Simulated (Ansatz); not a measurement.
Consider OsBr2 (1T sheet).

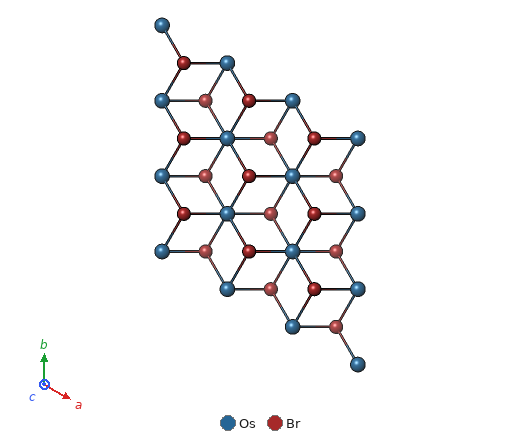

The structure (osmium blue, bromine red). 3×3×1 cells are drawn. Some periodic images of atoms are drawn too.

The cell holds 3 atoms: 1 Os and 2 Br. Cell: a = 3.752 Å, b = 3.752 Å, c = 30.253 Å, α = 90.0°, β = 90.0°, γ = 120.0°. Vacuum lies along c.

```xyz
3
Lattice="0.0000 2.6529 2.6529 2.6529 -2.6529 0.0000 17.4666 17.4666 -17.4666" Properties=species:S:1:pos:R:3
Os    5.5502    5.5502   -5.5502
Br    8.0292    5.3762   -5.3762
Br    5.7242    5.7242   -3.0713
```

The structure was relaxed with LDA. The structure was generated from a model, not taken from a measurement. The runs that relaxed it are not among those shown. The program's search for lower electronic states was switched off, so nothing shows that the state found is the lowest. Spin-orbit coupling is left out unless a run names it. PAW set soft_2, made with PBE.

A constrained-RPA run (Ansatz 0.2.0; non-magnetic LDA; Os eg, bands c1 to c2, 6×6×1 mesh, medium accuracy) builds 2 functions on bands 1.3 eV wide, with 0.0 electrons in the window. The bare on-site interaction is 8.4 eV and the bare J 0.38 eV.

**Question.** What U and J survive the screening?

On the Os eg shell, U = 2.12 eV (25 % of the bare value), U′ = 1.68 eV, J = 0.22 eV.

The parent state is non-magnetic and the interaction static (zero frequency); U depends on the window and the orbitals, so it belongs to this model alone. Spin-orbit coupling, which is strong for atoms this heavy, is left out.

[Paths, hosts, dates, memory and timing lines, banners, echoed tables and standing remarks are left out of the program output.]

[Logs are printed without paths, hosts, clocks, repeated set-up lines and the standing remarks that a program may print on its own settings, such as how far it seeks lower states.]

[Runs of the session that timed out or met a known fault of the program may be left out.]

[Hosts, paths, dates, database ids (printed as entryN), source tags and the programs' standing remarks are cut or masked in the printed files.]
